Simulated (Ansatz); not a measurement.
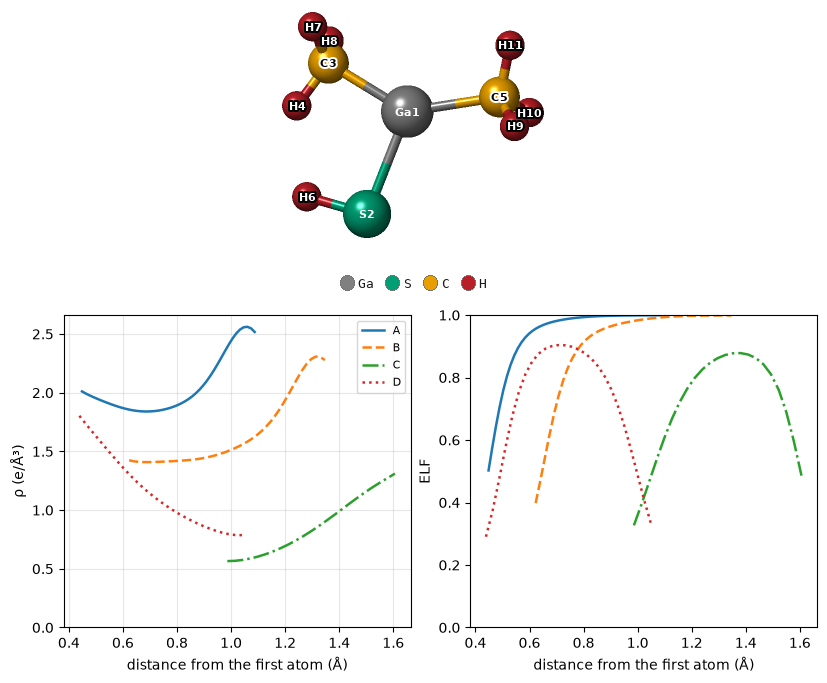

The picture shows: C₂H₇GaS. Electron density and electron localisation function along straight lines between neighbouring atoms. The curves leave out the atomic cores. The structure is drawn too.

Not at a stationary point (largest force 0.8 eV/Å).

These are results of RKS PBE0-D4/def2-SVP in Ansatz, not measurements.

```yaml
atoms:
  - { symbol: Ga, position_ang: [-0.0398, -0.0763, -0.2081] }
  - { symbol: S, position_ang: [1.2667, -1.7856, -0.8802] }
  - { symbol: C, position_ang: [0.7077, 0.2431, 1.5652] }
  - { symbol: H, position_ang: [1.4946, -0.5011, 1.4695] }
  - { symbol: C, position_ang: [-1.4229, 0.6038, -1.4085] }
  - { symbol: H, position_ang: [1.9346, -1.8873, 0.2847] }
  - { symbol: H, position_ang: [1.1252, 1.2462, 1.7284] }
  - { symbol: H, position_ang: [0.0376, -0.0107, 2.3989] }
  - { symbol: H, position_ang: [-1.0343, 0.6953, -2.4339] }
  - { symbol: H, position_ang: [-2.2628, -0.1083, -1.4335] }
  - { symbol: H, position_ang: [-1.8065, 1.5812, -1.0825] }
```

Which curve belongs to which contact (C–Ga, C–H, Ga–S and S–H)? The first atom named is at distance zero.

Curve A: C–H (1.09 Å): ρ at the midpoint is about 1.9 e/Å³; the ELF climbs to about 1 towards the hydrogen, as it does in any bond to H (a covalent bond by its length). Curve B: S–H (1.35 Å): ρ is about 1.4 e/Å³ halfway; the ELF climbs to about 1 towards the hydrogen. Curve C: Ga–S (2.25 Å): ρ at the midpoint is about 0.62 e/Å³; the ELF peaks at about 0.90 in the valence shell of S, 0.9 Å from its nucleus, and is about 0.65 at the midpoint. Curve D: C–Ga (1.95 Å): ρ is about 0.8 e/Å³ halfway; the ELF peaks at about 0.90 in the valence shell of C, 0.7 Å from its nucleus, and is about 0.55 at the midpoint.
